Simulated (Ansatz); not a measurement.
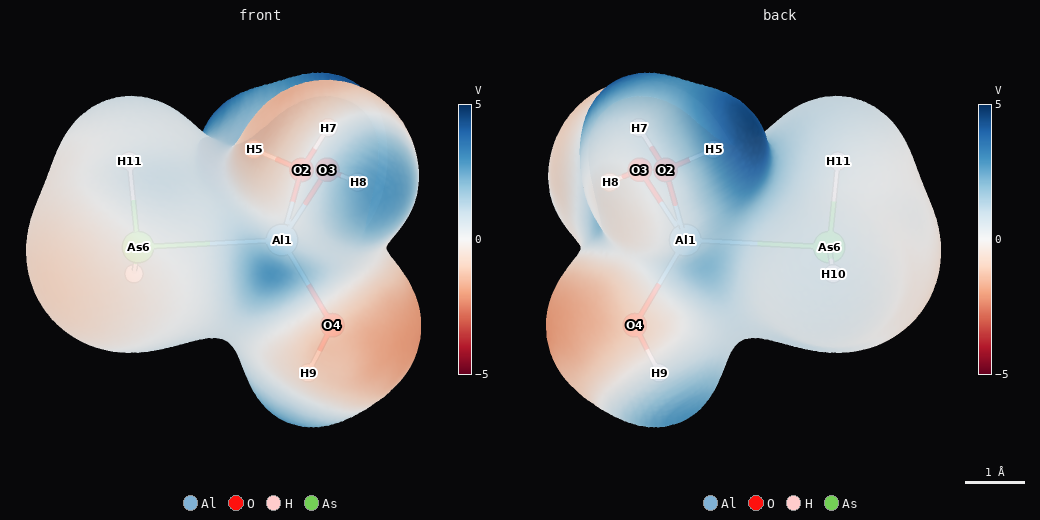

*AlAsH$_{6}$O$_{3}$. The electrostatic potential painted on the density surface at 0.004 e/bohr³, seen from the front and from behind; the colour scale runs from red (negative) to blue (positive).*

The product side of a reaction path; geometry: PBE0-D4/def2-TZVP.

The calculation used Ansatz, RKS PBE0-D4/def2-TZVPP.

```csv
atom,x (Å),y (Å),z (Å)
Al,0.0009,-0.3657,0.4872
O,0.7466,-0.3576,-1.3483
O,1.6261,-0.2046,1.0464
O,-0.7473,-1.8719,0.7683
H,0.4865,0.4231,-1.8520
As,-1.4221,1.6386,0.4967
H,1.6890,-0.2751,-1.1256
H,1.9357,-0.5828,1.8665
H,-1.6933,-1.9964,0.7537
H,-2.1905,1.1648,-0.7356
H,-0.4316,2.4276,-0.3572
```

### Describe the electrostatic potential map.

The most negative region (about −2.0 V) lies over O4, the most positive (about +4.5 V) over H5. O4 is the likeliest acceptor of a hydrogen bond.
